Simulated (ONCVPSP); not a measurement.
## Run report: Zn, pseudopotential generation

System: zinc (Zn, Z = 30), core [Ne] 3s2, reference valence 3p6 3d10 4s2, valence charge 18.
Method: ONCV potential, LDA (Perdew-Wang 92), scalar-relativistic, made with ONCVPSP 4.0.1.

## Results in brief

- outcome: generated, with a ghost state
- cutoffs needed: 79 Ha and 366 Ha (the cutoffs at which the residual kinetic energy of the hardest occupied pseudo-wave falls to 1 and 0.1 mHa per electron)
- ghost test: GHOST(-) flagged for s at -138.9 eV, f at -211.6 eV; GHOST(+) flagged for s at 250.9 eV
- largest excitation error: -152 meV (all-electron minus pseudo) for 3p5 3d10 4s2, out of 4 test configurations
- rms error of d²Exc/dni dnj: 4.23 mHa without and 2.15 mHa with the model core
- range over which the phases arctan(r R′/R) at the test radius agree within 0.05 rad (a looser test near the poles than one of phase shifts): s: from about -4.5 Ha upwards; p: over the whole range computed; d: up to about 3.0 Ha; f: over the whole range computed
- hardware: 1 CPU thread, shared host
- wall time: 4.9 s

## Notes

The potential has a bound ghost state, so it can't be used as it stands. Warnings of the program, in the generation or the tests: wellstate: negative energy specified for n= 4 l= 1.

## Input file
```
# ATOM AND REFERENCE CONFIGURATION
# atsym  z   nc   nv     iexc    psfile
  Zn 30.00    4    3  -001012      upf
#
#   n    l    f
    1    0    2.00
    2    0    2.00
    2    1    6.00
    3    0    2.00
    3    1    6.00
    3    2   10.00
    4    0    2.00
#
# PSEUDOPOTENTIAL AND OPTIMIZATION
# lmax
    3
#
#   l,   rc,      ep,       ncon, nbas, qcut
    0    1.80    0.00    4    8    3.50
    1    0.70    0.00    4    8   12.40
    2    1.10    0.00    4    9   13.80
    3    1.90    0.17    4    7    5.80
#
# LOCAL POTENTIAL
# lloc, lpopt,  rc(5),   dvloc0
    4    5    0.55    0.00
#
# VANDERBILT-KLEINMAN-BYLANDER PROJECTORs
# l, nproj, debl
    0    3    3.00
    1    2    1.60
    2    1    3.60
    3    2    3.80
#
# MODEL CORE CHARGE
# icmod, fcfact, rcfact
    3    5.25    1.45
#
# LOG DERIVATIVE ANALYSIS
# epsh1, epsh2, depsh
   -5.00    5.00    0.04
#
# OUTPUT GRID
# rlmax, drl
    6.00    0.01
#
# TEST CONFIGURATIONS
# ncnf
    4
# nvcnf
#   n    l    f
    3
    3    1    6.00
    3    2   10.00
    4    0    1.00
#
    3
    3    1    6.00
    3    2   10.00
    4    0    0.00
#
    3
    3    1    6.00
    3    2    9.00
    4    0    0.00
#
    3
    3    1    5.00
    3    2   10.00
    4    0    2.00
#
```

Run as:
```bash
oncvpsp.x < Zn.dat > Zn.out
```

## Log (extracts)
```
ONCVPSP  (Optimized Norm-Conservinng Vanderbilt PSeudopotential)
scalar-relativistic version 4.0.1

#   n    l    f        energy (Ha)
    1    0    2.00    -3.4938345E+02
    2    0    2.00    -4.2488552E+01
    2    1    6.00    -3.6876196E+01
    3    0    2.00    -4.7269578E+00
    3    1    6.00    -3.0598744E+00
    3    2   10.00    -3.8309772E-01
    4    0    2.00    -2.2856357E-01

Reference configufation results
  iterations    31
  all-electron total energy (Ha)   -1.79332020D+03

Begin loop to  construct optimized pseudo wave functions
and semi-local pseudopoentials for all angular momenta

   Wellstate for l =  0  n =  6
     eigenvalue =   2.7714
     asymptotic potential =   3.2714
     half-point radius =  3.5018

   Wellstate for l =  0  n =  7
     eigenvalue =   5.7714
     asymptotic potential =   6.2714
     half-point radius =  3.2757

Calculating optimized projector #   1

 for l=   0

    Fraction of norm inside rc  0.222157
    Optimizing pswf for qcut=   3.50 a_B^-1,  ecut=   6.13 Ha
    Residual kinetic energy error=  9.82D-04 Ha

    Energy error per electron        Cutoff
         Ha          eV             Ha
         0.01000     0.27211        3.77
         0.00100     0.02721        6.11
         0.00010     0.00272       22.96
         0.00001     0.00027       47.86

Calculating optimized projector #   2

 for l=   0

    Fraction of norm inside rc  0.115865
    Optimizing pswf for qcut=   3.50 a_B^-1,  ecut=   6.13 Ha
    Residual kinetic energy error=  4.03D-02 Ha

    Energy error per electron        Cutoff
         Ha          eV             Ha
         0.01000     0.27211        7.45
         0.00100     0.02721       16.98
         0.00010     0.00272       48.91
         0.00001     0.00027       75.09

Calculating optimized projector #   3

 for l=   0

    Fraction of norm inside rc  0.094610
    Optimizing pswf for qcut=   3.50 a_B^-1,  ecut=   6.13 Ha
    Residual kinetic energy error=  3.78D-01 Ha

    Energy error per electron        Cutoff
         Ha          eV             Ha
         0.01000     0.27211       30.01
         0.00100     0.02721       86.06
         0.00010     0.00272       97.94
         0.00001     0.00027      123.40

WARNING wellstate: negative energy specified for n= 4 l=  1
WARNING scattering state with energy  0.25000000
WARNING will be used for the first projector

   Wellstate for l =  1  n =  4
     eigenvalue =   0.2500
     asymptotic potential =   0.7500
     half-point radius =  3.1518

Calculating optimized projector #   1

 for l=   1

    Fraction of norm inside rc  0.537954
    Optimizing pswf for qcut=  12.41 a_B^-1,  ecut=  77.05 Ha
    Residual kinetic energy error=  1.07D-03 Ha

    Energy error per electron        Cutoff
         Ha          eV             Ha
         0.01000     0.27211       37.37
         0.00100     0.02721       79.04
         0.00010     0.00272      365.61
         0.00001     0.00027      434.48

Calculating optimized projector #   2

 for l=   1

    Fraction of norm inside rc  0.032529
    Optimizing pswf for qcut=  12.41 a_B^-1,  ecut=  77.05 Ha
    Residual kinetic energy error=  9.79D-05 Ha

    Energy error per electron        Cutoff
         Ha          eV             Ha
         0.01000     0.27211       27.96
         0.00100     0.02721       38.62
         0.00010     0.00272       76.61
         0.00001     0.00027      326.96

Calculating optimized projector #   1

 for l=   2

    Fraction of norm inside rc  0.731338
    Optimizing pswf for qcut=  13.79 a_B^-1,  ecut=  95.05 Ha
    Residual kinetic energy error=  1.25D-05 Ha

    Energy error per electron        Cutoff
         Ha          eV             Ha
         0.01000     0.27211       67.01
         0.00100     0.02721       78.35
         0.00010     0.00272       86.93
         0.00001     0.00027       98.20

   Wellstate for l =  3  n =  4
     eigenvalue =   0.1700
     asymptotic potential =   0.6700
     half-point radius = 16.5789

   Wellstate for l =  3  n =  6
     eigenvalue =   3.9700
     asymptotic potential =   4.4700
     half-point radius =  3.6842

Calculating optimized projector #   1

 for l=   3

    Fraction of norm inside rc  0.000113
    Optimizing pswf for qcut=   5.80 a_B^-1,  ecut=  16.83 Ha
    Residual kinetic energy error=  2.49D-08 Ha

    Energy error per electron        Cutoff
         Ha          eV             Ha
         0.01000     0.27211        0.31
         0.00100     0.02721        0.60
         0.00010     0.00272        1.40
         0.00001     0.00027        3.86

Calculating optimized projector #   2

 for l=   3

    Fraction of norm inside rc  0.196982
    Optimizing pswf for qcut=   5.80 a_B^-1,  ecut=  16.83 Ha
    Residual kinetic energy error=  8.97D-03 Ha

    Energy error per electron        Cutoff
         Ha          eV             Ha
         0.01000     0.27211       16.50
         0.00100     0.02721       33.43
         0.00010     0.00272       65.38
         0.00001     0.00027       74.41

Construct Vanderbilt / Kleinmman-Bylander projectors

B matrix Hermiticity error, ll=   0
   1   2   -1.4612E-04
   1   3    2.3308E-04
   2   3    1.6935E-04

  Orthonormal projector coefficients  3.6481E+01  7.4977E+00  8.4597E-01

B matrix Hermiticity error, ll=   1
   1   2    4.7103E-04

  Orthonormal projector coefficients  2.1260E+01  4.9466E+00

B matrix Hermiticity error, ll=   3
   1   2   -2.2293E-06

  Orthonormal projector coefficients -2.4770E+01 -2.8998E+00

Model core correction analysis
  based on d2Exc/dn_idn_j

d2excae - all-electron derivatives

   -3.803384D-02   -2.934995D-02   -2.504474D-03
   -2.935011D-02   -2.683260D-02   -6.405063D-03
   -2.504428D-03   -6.403996D-03   -3.040389D-02

d2excps - pseudofunction derivatives with no core correction

   -4.474414D-02   -3.615196D-02   -2.167256D-03
   -3.615221D-02   -3.163099D-02   -6.369904D-03
   -2.167205D-03   -6.368838D-03   -3.057218D-02

rms 2nd derivative error    4.227513E-03

rmatch, rhocmatch    0.3528   72.6464

Teter function model core charge with specified parameters

d2excps - pseudofunction derivatives with core correction

   -3.981795D-02   -3.320762D-02   -2.152797D-03
   -3.320776D-02   -2.972493D-02   -6.361041D-03
   -2.152746D-03   -6.359974D-03   -3.057211D-02

rms 2nd derivative error    2.149709E-03

Pseudoatom total energy -172.542240

Diagnostic tests using Vanderbilt-Kleinman-Bylander pseudopotentials
  1 or more projectors used as specified by nproj input data

   l    rcore       rmatch      e in        delta e   norm test  slope test

   0   1.8060734   1.8609097  -0.2285636  -0.0000005   1.0000239   1.0000142
   0   1.8060734   1.8609097   2.7714364   0.0000022   1.0002526   1.0002526
   0   1.8060734   1.8609097   5.7714364   0.0001648   1.0002981   1.0002981

   1   0.7018664   0.7231765  -3.0598744  -0.0001043   1.0002477   1.0003608
   1   0.7018664   0.7231765   0.2500000   0.0000637   1.0005936   1.0005936

   2   1.1058621   1.1394384  -0.3830977  -0.0000061   0.9999982   1.0000120

   3   1.9059751   1.9638446   0.1700000   0.0000101   0.9999948   0.9999948
   3   1.9059751   1.9638446   3.9700000   0.0000057   1.0000145   1.0000145

 Testing for bound ghosts
   n   l    E NL Schr. Eq   E Basis Diag.   E Cutoff

       0                       -5.104047    106.20  WARNING - GHOST(-)
   1   0       -0.228564       -0.212157    106.20

   2   1       -3.059979       -3.048051    612.57

   3   2       -0.383104       -0.375566    281.72

       3                       -7.776988     80.09  WARNING - GHOST(-)

 Testing for highly-localized positive-energy ghosts
       l    <radius>/rc     E Basis Diag.   E Cutoff

       0        0.710889        9.218963    106.20  WARNING - GHOST(+)

Test configuration 0

   n   l     f        eae           eps        diff
   1   0  2.0000 -349.38344836
   2   0  2.0000  -42.48855167
   2   1  6.0000  -36.87619621
   3   0  2.0000   -4.72695777
   3   1  6.0000   -3.05987436   -3.05997868   -1.04D-04
   3   2 10.0000   -0.38309772   -0.38310383   -6.11D-06
   4   0  2.0000   -0.22856357   -0.22856409   -5.18D-07

    Total energies and differences
      AE_ref= -1.79332020D+03  AE_tst= -1.79332020D+03  dif=  0.00D+00
      PS_ref= -1.72542240D+02  PS_tst= -1.72542240D+02  dif=  6.25D-13
      PSP excitation error= -6.25D-13

Test configuration 1

   n   l     f        eae           eps        diff
   1   0  2.0000 -349.74329990
   2   0  2.0000  -42.84098997
   2   1  6.0000  -37.22927650
   3   0  2.0000   -5.08534615
   3   1  6.0000   -3.41867902   -3.41620806    2.47D-03
   3   2 10.0000   -0.73944773   -0.73818255    1.27D-03
   4   0  1.0000   -0.52704220   -0.52754287   -5.01D-04

    Total energies and differences
      AE_ref= -1.79332020D+03  AE_tst= -1.79294594D+03  dif=  3.74D-01
      PS_ref= -1.72542240D+02  PS_tst= -1.72167739D+02  dif=  3.75D-01
      PSP excitation error= -2.41D-04

Test configuration 2

   n   l     f        eae           eps        diff
   1   0  2.0000 -350.15965261
   2   0  2.0000  -43.24567287
   2   1  6.0000  -37.63496647
   3   0  2.0000   -5.49784886
   3   1  6.0000   -3.83154102   -3.82515449    6.39D-03
   3   2 10.0000   -1.14754769   -1.14434792    3.20D-03

    Total energies and differences
      AE_ref= -1.79332020D+03  AE_tst= -1.79225640D+03  dif=  1.06D+00
      PS_ref= -1.72542240D+02  PS_tst= -1.71477096D+02  dif=  1.07D+00
      PSP excitation error= -1.35D-03

Test configuration 3

   n   l     f        eae           eps        diff
   1   0  2.0000 -350.95085343
   2   0  2.0000  -44.05598746
   2   1  6.0000  -38.44329556
   3   0  2.0000   -6.26701871
   3   1  6.0000   -4.59331638   -4.58943372    3.88D-03
   3   2  9.0000   -1.87682394   -1.87263680    4.19D-03

    Total energies and differences
      AE_ref= -1.79332020D+03  AE_tst= -1.79075350D+03  dif=  2.57D+00
      PS_ref= -1.72542240D+02  PS_tst= -1.69977748D+02  dif=  2.56D+00
      PSP excitation error=  2.21D-03

Test configuration 4

   n   l     f        eae           eps        diff
   1   0  2.0000 -350.23216214
   2   0  2.0000  -43.21267843
   2   1  6.0000  -37.61503455
   3   0  2.0000   -5.39558719
   3   1  5.0000   -3.72204196   -3.73144070   -9.40D-03
   3   2 10.0000   -1.00726046   -1.01518725   -7.93D-03
   4   0  2.0000   -0.59884020   -0.59565607    3.18D-03

    Total energies and differences
      AE_ref= -1.79332020D+03  AE_tst= -1.78994222D+03  dif=  3.38D+00
      PS_ref= -1.72542240D+02  PS_tst= -1.69158693D+02  dif=  3.38D+00
      PSP excitation error= -5.57D-03
```

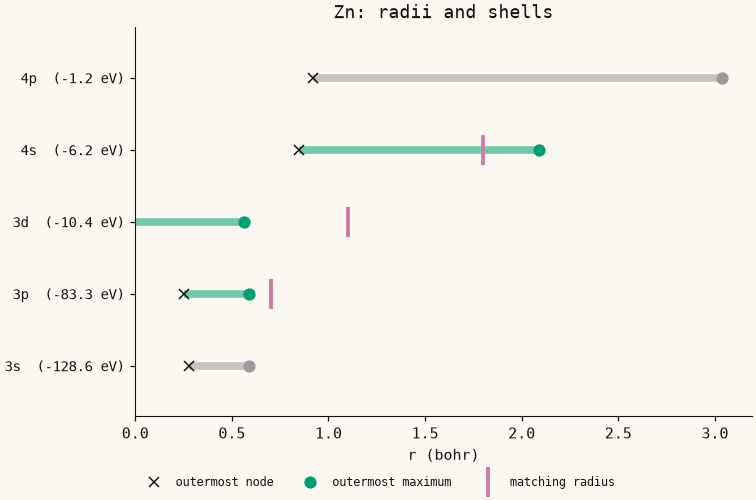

**Figure 1.** Outer shells of the all-electron reference atom: each bar runs from the outermost node (or the nucleus) to the outermost maximum of u(r); the tick is the radius chosen for the pseudo-wave. Shells without a tick have no pseudo-wave of their own. Levels, nodes and maxima are from ld1.x, scalar-relativistic.

- Radii against the shells: 3p: 0.70 bohr, outside the maximum; 3d: 1.10 bohr, outside the maximum; 4s: 1.80 bohr, between node and maximum.

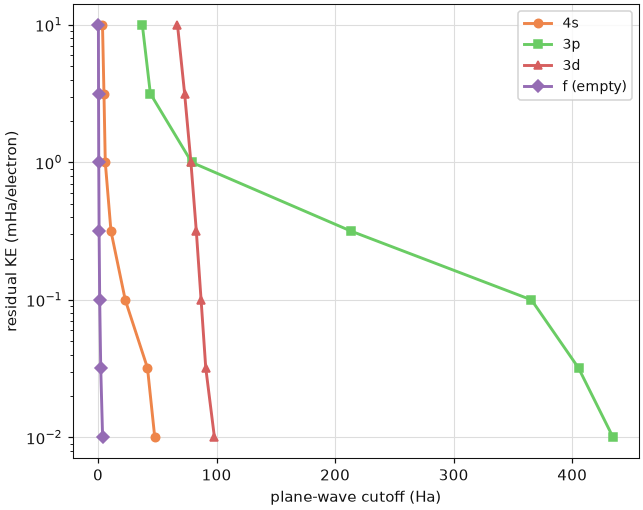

**Figure 2.** Residual kinetic energy of the pseudo-waves (the first of each channel, and further valence shells) beyond the plane-wave cutoff, as the generator prints it.

- Cutoffs for 1 mHa per electron: 3p: 79 Ha; 3d: 78 Ha; 4s: 6.1 Ha; f (empty): 0.6 Ha.
- Cutoffs for the occupied states: 79 Ha for 1 mHa and 366 Ha for 0.1 mHa per electron. The first is set by 3p. The potential isn't sound: its ghost test gives GHOST(-) flagged for s at -138.9 eV, f at -211.6 eV; GHOST(+) flagged for s at 250.9 eV.

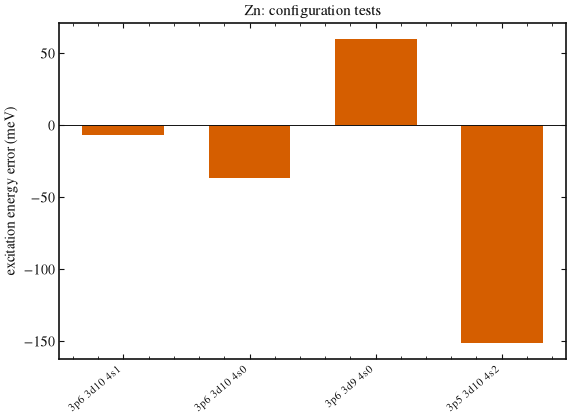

**Figure 3.** Errors, all-electron minus pseudo, of the energies of valence configurations relative to the unpolarised reference 3p6 3d10 4s2.

- Worst configuration: 3p5 3d10 4s2 (charge +1): the error is -152 meV on an all-electron energy of +91.92 eV relative to the reference, or 0.16 %.
- Configurations within 10 meV and within 50 meV: 1 and 2 of 4.
